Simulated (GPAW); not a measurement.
# Te2Mo (2H monolayer): G0W0 on several meshes in GPAW

Wanted: mesh dependence and cost of G0W0 for Te2Mo (2H monolayer).

Method: LDA and many-body steps on it, plane waves, in GPAW 26.7.0.

## (1) The starting structure

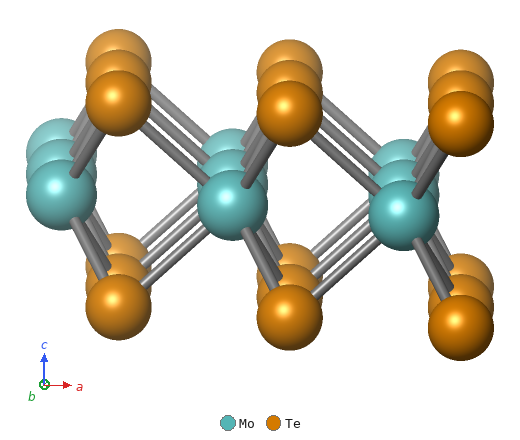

The cell as given, nearly edge on (molybdenum teal, tellurium orange). 3×3×1 cells are drawn.

The cell holds 3 atoms: 1 Mo and 2 Te. Its edges and angles: a = 3.455 Å, b = 3.455 Å, c = 14.900 Å, α = 90.0°, β = 90.0°, γ = 120.0°. Vacuum lies along c.

As a file:

```xyz
3
Lattice="3.4554 0.0000 0.0000 -1.7277 2.9924 0.0000 0.0000 0.0000 14.9000" Properties=species:S:1:pos:R:3
Mo    0.0000    1.9950    7.4500
Te    1.7277    0.9975    9.2417
Te    1.7277    0.9975    5.6583
```

The structure was relaxed with LDA. The runs that relaxed it are not among those shown. Spin-orbit coupling is left out unless a step names it.

## (2) Empty states on the mesh, 9×9×1 mesh, 260 bands

This step: GPAW 26.7.0; DFT, LDA, plane waves, PAW.

The sums over transitions need many empty states on a uniform mesh; this step solves for them.

The input, run.py:

```python
import json
import numpy as np
from gpaw.mpi import world
from gpaw import GPAW

calc = GPAW('gs.gpw').fixed_density(kpts={'size': (9, 9, 1), 'gamma': True},
    parallel={'domain': 1, 'band': 1},
    txt='nscf.txt')
calc.diagonalize_full_hamiltonian(nbands=260)
calc.write('full.gpw', mode='all')
res = {}
kpts = calc.get_ibz_k_points()
res['kpts'] = kpts
res['eigenvalues'] = [calc.get_eigenvalues(kpt=k) for k in range(len(kpts))]
res['n_electrons'] = calc.get_number_of_electrons()

if world.rank == 0:
    with open('result.json', 'w') as f:
        json.dump(res, f, default=lambda x: x.tolist())
```

Command:

```bash
mpirun -n 4 gpaw python run.py
```

Numbers of over 12 decimals in the logs are rounded to 6 here.

The program printed:

```text
Diagonalizing LCAO Hamiltonian
Converting LCAO to pw mode
convergence criteria:
- Maximum integral of absolute [eigenst]ate change: 4e-08 eV^2 / valence electron
maximum number of iterations: 100

SCF iterations
|iter     |     time |      energy | eigst |  dens |
|iter:   1|  |             | +0.49 |       |
|iter:   2|  |             | -0.96 |       |
|iter:   3|  |             | -1.83 |       |
[...]
|iter:  10|  |             | -6.45 |       |
|iter:  11|  |             | -6.97 |       |
|iter:  12|  |             | -7.67c|       |
SCF steps: 12
  __  _  _
 | _ |_)|_||  |
 |__||  | ||/\| - 26.7.0

Input parameters:
  mode=PW(ecut=450.000000),
  convergence={'density': 1e-06, 'bands': -3},
  gpts=array([18, 18, 75]),
  kpts=MonkhorstPack(size=(9, 9, 1), gamma=True),
  maxiter=100,
  nbands=20,
  occupations=Occupations(name='fermi-dirac', width=0.001, fixmagmom=False),
  parallel={'domain': 1, 'band': 1},
  xc=XC(name='LDA')
Matrix size: 3328x3328
# Writing to full.gpw (mode='all')
  [... matrices ...]

timing:  # [seconds]
  Total: 104.371  # ━━━━━━━━━━━━━━━━━━━━━━━━━━━━━━━━━━━━━━━━━━━━━━━━━━━━━━━━━
```

The job ended after 1.8 min (4 MPI ranks of Arm Neoverse V1, shared host; peak memory 4.3 GiB).

Numbers from this step:

```
gap                                                           : 1.249 eV
k of the valence top                                          : 0.3333, 0.3333, 0
k of the conduction bottom                                    : 0.3333, 0.3333, 0
least direct gap                                              : 1.249 eV
k points computed                                             : 12
lowest point of the top converged band, above the valence top : 74.2948 eV
```

On this mesh the gap is 1.249 eV.

## (3) 9×9×1

Now the one-shot GW correction: screening in the RPA, then the self-energy of the levels asked for.

This step: G0W0 on LDA, plane waves, PAW.

The input, run.py:

```python
import json
import numpy as np
from gpaw.mpi import world
from gpaw.response.g0w0 import G0W0

gw = G0W0('full.gpw',
    filename='gw',
    kpts=[0, 6],
    bands=(11, 15),
    ecut=48,
    nbands=116,
    truncation='2D',
    integrate_gamma='sphere',
    q0_correction=True,
    frequencies={'type': 'nonlinear', 'domega0': 0.15, 'omega2': 15.0},
    eta=0.1,
    nblocksmax=True)
gw.calculate()
res = {mode: {k: v for k, v in r.items() if k != 'sigma_eskwn'}
       for mode, r in gw.all_results.items()}

if world.rank == 0:
    with open('result.json', 'w') as f:
        json.dump(res, f, default=lambda x: x.tolist())
```

Command:

```bash
mpirun -n 4 gpaw python run.py
```

The program printed:

```text
Using integrator: PointIntegrator
NonLinearFrequencyDescriptor(from 0.000 to 103.845 eV, 180 points)
Nonperiodic BCs:  [False False  True]
Using integrator: PointIntegrator
NonLinearFrequencyDescriptor(from 0.000 to 103.845 eV, 180 points)
Nonperiodic BCs:  [False False  True]
Applying analytical 2D correction to W:
    Evaluating Gamma point contribution to W on a 19x19x1 grid
  ___  _ _ _
 |   || | | |
 | | || | | |
 |__ ||_____|
 |___|

BZ k-points: Symmetries present (total): 12

  [... matrices ...]
81 k-points: 9 x 9 x 1 Monkhorst-Pack grid
12 k-points in the irreducible part of the Brillouin zone
       k-points in crystal coordinates                weights
   0:     0.00000000    0.00000000    0.00000000          1/81
   1:     0.11111111    0.00000000    0.00000000          6/81
   2:     0.22222222   -0.11111111    0.00000000          6/81
   3:     0.22222222    0.00000000    0.00000000          6/81
   4:     0.33333333   -0.11111111    0.00000000         12/81
   5:     0.33333333    0.00000000    0.00000000          6/81
   6:     0.33333333    0.33333333    0.00000000          2/81
   7:     0.44444444   -0.22222222    0.00000000          6/81
   8:     0.44444444   -0.11111111    0.00000000         12/81
   9:     0.44444444    0.00000000    0.00000000          6/81
          ...
  11:     0.44444444    0.44444444    0.00000000          6/81

Distributing spins, k-points and bands (1 x 2 x 4) over 1 process
Number of blocks: 4

Quasi particle states:
k-points (IBZ indices): [0, 6]
Band range: (11, 15)
  [... matrices ...]
Computational parameters:
Plane wave cut-off: 48 eV
Number of bands: 116
Coulomb cutoff: 2D
Broadening: 0.1 eV

fxc modes: GW
Kernel: RPA
Using full-frequency real axis integration
Summing all q:

Calculating screened Coulomb potential
2D Coulomb truncation
NonLinearFrequencyDescriptor(from 0.000 to 103.845 eV, 180 points)
Removing empty qpoint cache files...

Calculating chi0 body with:
    Ground state adapter containing:
    Number of spins: 1
    Number of kpoints: 81
    Number of irreducible kpoints: 12
    Number of completely occupied states: 13
    Number of partially occupied states: 13
    Occupied states memory: 4.820251 M / cpu

    Linear response parametrization:
    q_c: [0.0, 0.0, 0.0]
    Number of frequency points: 180
    Planewave cutoff: 48.0
    Number of bands: 116
    Number of planewaves: 95
    Broadening (eta): 0.1
    comm.size: 4
    kncomm.size: 1
    blockcomm.size: 4

    Memory estimate of potentially large arrays:
        chi0_wGG: 6.196976 M / cpu
Integrating chi0 body.

Symmetries of q_c:
    Direct symmetries (Uq -> q): 12
    Indirect symmetries (TUq -> q): 12
In total 24 allowed symmetries.

  [... matrices ...]
12 groups of equivalent kpoints. 85.185185% reduction.

Integral kind: spectral function
Integrating chi0 head and wings.

Symmetries of q_c:
    Direct symmetries (Uq -> q): 12
    Indirect symmetries (TUq -> q): 12
In total 24 allowed symmetries.

  [... matrices ...]
12 groups of equivalent kpoints. 85.185185% reduction.

Integral kind: spectral function wings

Calculating chi0 body with:
    Ground state adapter containing:
    Number of spins: 1
    Number of kpoints: 81
    Number of irreducible kpoints: 12
    Number of completely occupied states: 13
    Number of partially occupied states: 13
[... the further q-points ...]

Results:
f:      Occupation numbers
eps:     KS-eigenvalues [eV]
vxc:     KS vxc [eV]
exx:     Exact exchange [eV]
sigma:   Self-energies [eV]
dsigma:  Self-energy derivatives
Z:       Renormalization factors
qp:      QP-energies [eV]

k-point 0 (0): (0.000, 0.000, 0.000)                GW
band       f     eps     vxc     exx   sigma  dsigma       Z      qp
                                                                   GW
  11   1.000   0.261 -19.321 -19.889   1.543  -0.391   0.719   0.961
  12   1.000   0.473 -17.103 -17.767   1.332  -0.405   0.712   0.948
  13   0.000   4.481 -17.312 -12.631  -3.005  -0.423   0.703   5.658
  14   0.000   4.481 -17.312 -12.631  -3.005  -0.423   0.703   5.658

k-point 1 (6): (0.333, 0.333, 0.000)                GW
band       f     eps     vxc     exx   sigma  dsigma       Z      qp
                                                                   GW
  11   1.000  -0.674 -16.607 -18.478   2.263  -0.435   0.697  -0.402
  12   1.000   1.074 -18.261 -18.166   0.835  -0.403   0.713   1.736
  13   0.000   2.323 -20.031 -15.422  -2.624  -0.408   0.710   3.734
  14   0.000   2.961 -17.410 -12.853  -2.822  -0.384   0.723   4.215
```

The job ended after 2.5 min (4 MPI ranks; peak memory 1.9 GiB).

Numbers from this step:

```yaml
g0w0_gap_on_the_points_computed: 1.997 eV
least_direct_g0w0_gap_on_the_computed_points: 1.997 eV
z_at_the_valence_top: 0.7128
z_at_the_conduction_bottom: 0.7105
starting_gap_on_the_mesh: 1.249 eV
k_of_the_valence_top: 0.3333, 0.3333, 0
k_of_the_conduction_bottom: 0.3333, 0.3333, 0
```

The gap on the mesh goes from 1.25 eV to 2.00 eV, a correction of +0.75 eV.

## (4) Empty states on the mesh, 6×6×1 mesh, 126 bands

This step: DFT, LDA, plane waves, PAW.

The input, run.py:

```python
import json
import numpy as np
from gpaw.mpi import world
from gpaw import GPAW

calc = GPAW('gs.gpw').fixed_density(kpts={'size': (6, 6, 1), 'gamma': True},
    nbands=147,
    convergence={'bands': 126},
    txt='nscf.txt')
calc.write('full.gpw', mode='all')
res = {}
kpts = calc.get_ibz_k_points()
res['kpts'] = kpts
res['eigenvalues'] = [calc.get_eigenvalues(kpt=k) for k in range(len(kpts))]
res['n_electrons'] = calc.get_number_of_electrons()

if world.rank == 0:
    with open('result.json', 'w') as f:
        json.dump(res, f, default=lambda x: x.tolist())
```

Command:

```bash
mpirun -n 4 gpaw python run.py
```

The program printed:

```text
Diagonalizing LCAO Hamiltonian
Converting LCAO to pw mode
convergence criteria:
- Maximum integral of absolute [eigenst]ate change: 4e-08 eV^2 / valence electron
maximum number of iterations: 100

SCF iterations
|iter     |     time |      energy | eigst |  dens |
|iter:   1|  |             | +4.06 |       |
|iter:   2|  |             | +2.81 |       |
|iter:   3|  |             | +1.71 |       |
[...]
|iter:  13|  |             | -6.85 |       |
|iter:  14|  |             | -7.28 |       |
|iter:  15|  |             | -7.71c|       |
SCF steps: 15
  __  _  _
 | _ |_)|_||  |
 |__||  | ||/\| - 26.7.0

Input parameters:
  mode=PW(ecut=450.000000),
  convergence={'bands': 126},
  gpts=array([18, 18, 75]),
  kpts=MonkhorstPack(size=(6, 6, 1), gamma=True),
  maxiter=100,
  nbands=147,
  occupations=Occupations(name='fermi-dirac', width=0.001, fixmagmom=False),
  parallel={},
  xc=XC(name='LDA')
# Writing to full.gpw (mode='all')
  [... matrices ...]

timing:  # [seconds]
  Total: 0.043  # ━━━━━━━━━━━━━━━━━━━━━━━━━━━━━━━━━━━━━━━━━━━━━━━━━━━━━━━━━━━
```

Elapsed: 34 s, on 4 MPI ranks; peak memory 0.88 GiB; 2.3 min of CPU time.

Numbers from this step:

- gap: 1.249 eV
- k of the valence top: 0.3333, 0.3333, 0
- k of the conduction bottom: 0.3333, 0.3333, 0
- least direct gap: 1.249 eV
- k points computed: 7
- lowest point of the top converged band, above the valence top: 43.51 eV

On this mesh the gap is 1.249 eV.

## (5) 6×6×1

This step: G0W0 on LDA, plane waves, PAW.

The input, run.py:

```python
import json
import numpy as np
from gpaw.mpi import world
from gpaw.response.g0w0 import G0W0

gw = G0W0('full.gpw',
    filename='gw',
    kpts=[0, 4],
    bands=(11, 15),
    ecut=48,
    nbands=116,
    truncation='2D',
    integrate_gamma='sphere',
    q0_correction=True,
    frequencies={'type': 'nonlinear', 'domega0': 0.15, 'omega2': 15.0},
    eta=0.1,
    nblocksmax=True)
gw.calculate()
res = {mode: {k: v for k, v in r.items() if k != 'sigma_eskwn'}
       for mode, r in gw.all_results.items()}

if world.rank == 0:
    with open('result.json', 'w') as f:
        json.dump(res, f, default=lambda x: x.tolist())
```

Command:

```bash
mpirun -n 4 gpaw python run.py
```

The program printed:

```text
Using integrator: PointIntegrator
NonLinearFrequencyDescriptor(from 0.000 to 103.845 eV, 180 points)
Nonperiodic BCs:  [False False  True]
Using integrator: PointIntegrator
NonLinearFrequencyDescriptor(from 0.000 to 103.845 eV, 180 points)
Nonperiodic BCs:  [False False  True]
Applying analytical 2D correction to W:
    Evaluating Gamma point contribution to W on a 27x27x1 grid
  ___  _ _ _
 |   || | | |
 | | || | | |
 |__ ||_____|
 |___|

BZ k-points: Symmetries present (total): 12

  [... matrices ...]
36 k-points: 6 x 6 x 1 Monkhorst-Pack grid + [1/12,1/12,0.000000]
7 k-points in the irreducible part of the Brillouin zone
       k-points in crystal coordinates                weights
   0:     0.00000000    0.00000000    0.00000000          1/36
   1:     0.16666667    0.00000000    0.00000000          6/36
   2:     0.33333333   -0.16666667    0.00000000          6/36
   3:     0.33333333    0.00000000    0.00000000          6/36
   4:     0.33333333    0.33333333    0.00000000          2/36
   5:     0.50000000    0.33333333    0.00000000         12/36
   6:     0.50000000    0.50000000    0.00000000          3/36

Distributing spins, k-points and bands (1 x 2 x 4) over 1 process
Number of blocks: 4

Quasi particle states:
k-points (IBZ indices): [0, 4]
Band range: (11, 15)
  [... matrices ...]
Computational parameters:
Plane wave cut-off: 48 eV
Number of bands: 116
Coulomb cutoff: 2D
Broadening: 0.1 eV

fxc modes: GW
Kernel: RPA
Using full-frequency real axis integration
Summing all q:

Calculating screened Coulomb potential
2D Coulomb truncation
NonLinearFrequencyDescriptor(from 0.000 to 103.845 eV, 180 points)
Removing empty qpoint cache files...

Calculating chi0 body with:
    Ground state adapter containing:
    Number of spins: 1
    Number of kpoints: 36
[...]
q_c: [1.3877787807814457e-17, 1.3877787807814457e-17, 0.0]
    Number of frequency points: 180
    Planewave cutoff: 48.0
    Number of bands: 116
    Number of planewaves: 95
    Broadening (eta): 0.1
    comm.size: 4
    kncomm.size: 1
    blockcomm.size: 4

    Memory estimate of potentially large arrays:
        chi0_wGG: 6.196976 M / cpu
Integrating chi0 body.

Symmetries of q_c:
    Direct symmetries (Uq -> q): 12
    Indirect symmetries (TUq -> q): 12
In total 24 allowed symmetries.

  [... matrices ...]
7 groups of equivalent kpoints. 80.555556% reduction.

Integral kind: spectral function
Integrating chi0 head and wings.

Symmetries of q_c:
    Direct symmetries (Uq -> q): 12
    Indirect symmetries (TUq -> q): 12
In total 24 allowed symmetries.

  [... matrices ...]
7 groups of equivalent kpoints. 80.555556% reduction.

Integral kind: spectral function wings

Calculating chi0 body with:
    Ground state adapter containing:
    Number of spins: 1
    Number of kpoints: 36
    Number of irreducible kpoints: 7
    Number of completely occupied states: 13
    Number of partially occupied states: 13
[... the further q-points ...]

Results:
f:      Occupation numbers
eps:     KS-eigenvalues [eV]
vxc:     KS vxc [eV]
exx:     Exact exchange [eV]
sigma:   Self-energies [eV]
dsigma:  Self-energy derivatives
Z:       Renormalization factors
qp:      QP-energies [eV]

k-point 0 (0): (0.000, 0.000, 0.000)                GW
band       f     eps     vxc     exx   sigma  dsigma       Z      qp
                                                                   GW
  11   1.000   0.261 -19.321 -19.866   1.515  -0.393   0.718   0.957
  12   1.000   0.473 -17.103 -17.772   1.310  -0.409   0.710   0.928
  13   0.000   4.481 -17.312 -12.643  -2.988  -0.408   0.710   5.674
[...]
k-point 1 (4): (0.333, 0.333, 0.000)                GW
band       f     eps     vxc     exx   sigma  dsigma       Z      qp
                                                                   GW
[...]
13   0.000   2.323 -20.031 -15.379  -2.667  -0.418   0.705   3.724
  14   0.000   2.961 -17.410 -12.855  -2.811  -0.389   0.720   4.217
```

It took 45 s on 4 MPI ranks; peak memory 1.4 GiB; 3 min of CPU time.

Numbers from this step:

```
G0W0 gap on the points computed              : 2.000 eV
least direct G0W0 gap on the computed points : 2.000 eV
Z at the valence top                         : 0.7083
Z at the conduction bottom                   : 0.7054
starting gap on the mesh                     : 1.249 eV
k of the valence top                         : 0.3333, 0.3333, 0
k of the conduction bottom                   : 0.3333, 0.3333, 0
```

Against G0W0 in GPAW (9×9×1 mesh, 116 bands, screening to 48 eV, full frequency, Hilbert transform), the gap moves by +0.002 eV.

## (6) The runs together

Times are wall times on 4 MPI ranks of Arm Neoverse V1, shared host, good to a factor of about two.

| run | mesh | bands | screening cutoff (eV) | DFT gap (eV) | gap on the mesh (eV) | direct (eV) | time |
| --- | --- | --- | --- | --- | --- | --- | --- |
| 9×9×1 | 9×9×1 | 116 | 48 | 1.249 | 1.997 | 1.997 | 2.5 min |
| 6×6×1 | 6×6×1 | 116 | 48 | 1.249 | 2.000 | 2.000 | 45 s |

## (7) Summary of results

```yaml
9x9x1: 1.997 eV
6x6x1: 2.000 eV
known_limits: not at the basis limit; no spin-orbit coupling
```

**Reading.** 6×6×1: +0.002 eV against 9×9×1. Bands and cutoff are finite, so the gap is not at the basis limit. The miss can reach some tenths of an eV and take either sign; the mesh is an error of its own. These stock PAW sets were not made for GW; the filled d or f shell of Te lies in the frozen core, which bears on start and correction. In the G0W0 runs levels were corrected at 2 k points alone, so a gap called «on the mesh» is the least over those, and an edge elsewhere would be missed. The many-body steps are scalar-relativistic: spin-orbit coupling is not in them.

[Paths, hosts, dates, memory and timing lines, banners, echoed tables and standing remarks are left out of the program output.]

[Logs are printed without paths, hosts, clocks, repeated set-up lines and the standing remarks that a program may print on its own settings, such as how far it seeks lower states.]

[Runs of the session that timed out or met a known fault of the program may be left out.]

[Hosts, paths, dates, database ids (printed as entryN), source tags and the programs' standing remarks are cut or masked in the printed files.]
